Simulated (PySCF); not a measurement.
Dissociation curve of SMILES C#N (CHN). The C1–H3 bond (C1 also carries N; H3 carries nothing else) is pulled apart rigidly from the PBE0/def2-TZVP optimised geometry.

```
3

C      0.0000     0.0000     0.0000
N     -0.0003    -0.0005    -1.1456
H      0.0000     0.0000     1.0687
```

Methods: RKS-B3LYP = restricted B3LYP/cc-pVDZ in PySCF 2.14.0; UMP2 = PySCF with MP2 on UHF/cc-pVDZ, 2 core orbitals frozen; UCCSD = CCSD on UHF/cc-pVDZ, 2 core orbitals frozen (PySCF).

Energies are in mEh, each relative to the lowest point of its own curve near equilibrium.

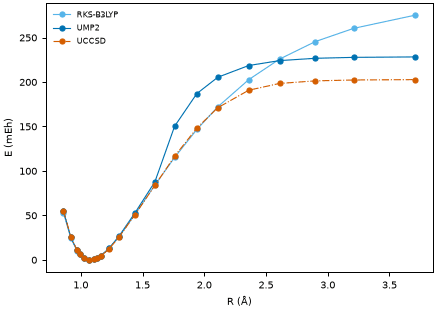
Energy against bond length for each method.

```tsv
R / Å	RKS-B3LYP	UMP2	UCCSD
0.86	52.8	54.5	55.2
0.92	24.3	25.2	25.7
0.97	10.1	10.6	10.9
0.99	6.4	6.7	7.0
1.03	1.7	1.8	2.0
1.07	0.0	0.0	0.0
1.11	0.7	0.7	0.5
1.13	1.8	1.8	1.6
1.16	4.3	4.3	3.9
1.23	12.9	13.1	12.4
1.31	26.0	26.7	25.6
1.44	51.3	53.0	51.0
1.60	84.0	87.7	83.7
1.76	115.2	150.3	116.5
1.94	146.6	187.0	148.2
2.11	172.1	205.4	171.1
2.36	202.6	218.5	190.8
2.61	225.8	224.1	198.4
2.90	245.5	226.7	201.3
3.21	260.3	227.7	202.3
3.71	275.2	228.2	202.7
```

At the longest distance, 3.71 Å, RKS-B3LYP lies highest above its minimum (275.2 mEh) and UCCSD lowest (202.7 mEh).

At the longest distance RKS-B3LYP leaves fractional charges on the fragments, a sign of delocalisation error or of the restricted form. The restricted form behind RKS-B3LYP keeps the bonding electrons paired and can't separate into open-shell fragments. The unrestricted determinant behind UMP2, UCCSD is spin-contaminated at 1.76 to 3.71 Å (<S²> up to 1.3, against 0.00 for a pure singlet).
